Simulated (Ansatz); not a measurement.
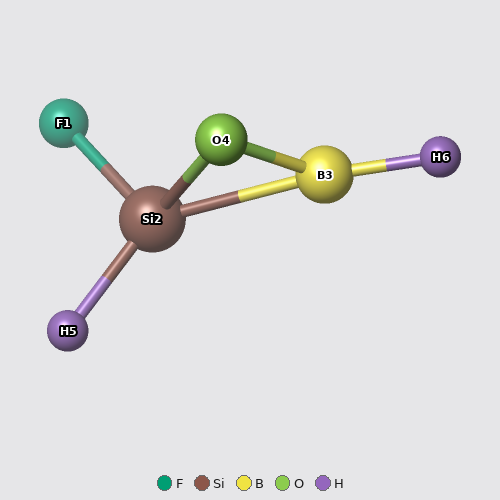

The system is BFH2OSi, SMILES F[SiH]1BO1; the picture shows the reference structure. 
- First axis: angle F1–Si2–O4. Second axis: angle H6–B3–O4.
- Nothing is relaxed (all other coordinates rigid).
- The scan uses a 15 × 15 grid.
- Points are written as (first, second).
- All energies are given in kJ/mol relative to the relaxed molecule at the same level.
- The calculation used RHF/def2-SVP (Ansatz).

Its coordinates:

```xyz
6

F    -1.7621   -0.5571   -0.9306
Si   -0.3757    0.1852   -0.6212
B     0.4757    0.1173    1.0631
O     0.7639   -0.8265    0.1582
H     0.0893    0.7318   -1.8953
H     0.8509    0.2851    2.1797
```

Range: angle F1–Si2–O4 from 88.0 to 138.0°; angle H6–B3–O4 from 96.7 to 166.7°.

Question: What landscape does the calculation give?

Answer: The lowest grid point is at (113.0°, 131.7°), 0 kJ/mol from the relaxed molecule at the same level. No other kind of well shows on this grid. The highest grid point, (88.0°, 96.7°), lies 168 kJ/mol above the lowest. Round the minimum the two coordinates are weakly coupled (coupling 0.08 in units of the two stiffnesses).

```csv
"angle H6–B3–O4 ↓, angle F1–Si2–O4 →",88.0,91.5,95.1,98.7,102.2,105.8,109.4,113.0,116.5,120.1,123.7,127.2,130.8,134.4,138.0
166.7,127,110,96,86,79,75,73,73,76,81,87,96,106,118,132
161.7,110,92,78,68,61,56,54,54,57,61,68,76,86,98,111
156.7,96,78,63,53,45,40,38,38,40,44,51,59,69,80,94
151.7,84,66,51,40,32,27,25,24,26,30,37,44,54,66,79
146.7,75,57,42,31,23,17,14,14,16,19,25,33,42,54,67
141.7,70,51,36,24,16,10,7,6,8,11,17,24,34,45,58
136.7,67,48,32,20,12,6,2,2,3,6,12,19,28,39,52
131.7,67,48,32,20,11,5,1,0,1,4,10,17,26,37,49
126.7,71,51,35,22,13,7,3,2,3,6,11,18,27,37,50
121.7,78,58,41,28,19,12,8,7,7,10,15,22,31,41,54
116.7,88,68,51,38,28,21,17,15,16,18,23,30,38,49,61
111.7,102,81,64,51,41,34,29,27,28,30,35,41,50,60,73
106.7,119,98,81,68,58,50,46,44,44,46,51,57,65,76,88
101.7,141,120,103,89,79,71,66,64,64,67,71,77,86,96,108
96.7,168,146,129,115,105,97,92,90,90,92,96,102,111,121,133
```

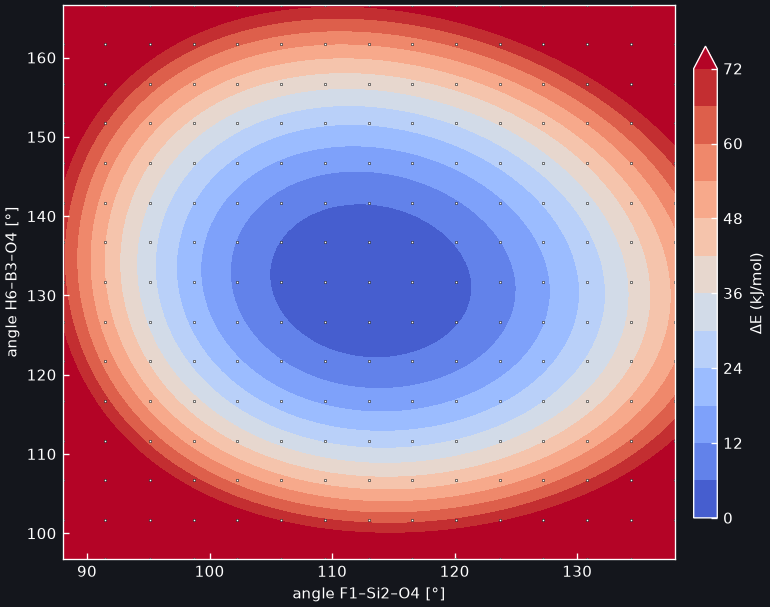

Drawn: filled contours, dots at the grid points, one colour for all values above the top of the scale. Between grid points the surface is interpolated.

The whole map (225 points run) took 5.2 min on 1 thread of Arm Neoverse N1, on a shared host.
